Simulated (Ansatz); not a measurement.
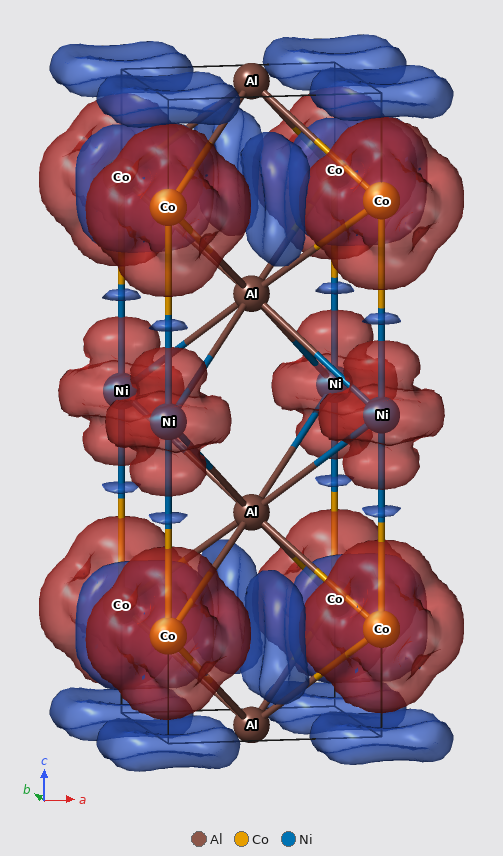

*Al3Co2Ni. Isosurfaces of the spin density at +0.004 (blue) and −0.004 e/Å³ (red), seen slightly off an axis. Sticks mark near contacts.*

Space group P4/mmm; a structure generated by program, which may or may not match a known phase; spin-polarised.

The calculation used Ansatz 0.2.0, DFT PBE, scalar-relativistic, plane waves, PAW.

Core electrons are frozen (PAW), and the valence fields are smoothed inside the atomic spheres.

Q: Where is the spin, and how is it ordered?

A: The spin density sits on Co: −0.3 μB (×2) in one cell of 6 atoms, with smaller moments on other sites: Ni (up to −0.07 μB): parallel main moments (a ferromagnetic arrangement) in this solution. The cell of the calculation (6 atoms) carries 0.7 μB of net spin moment.
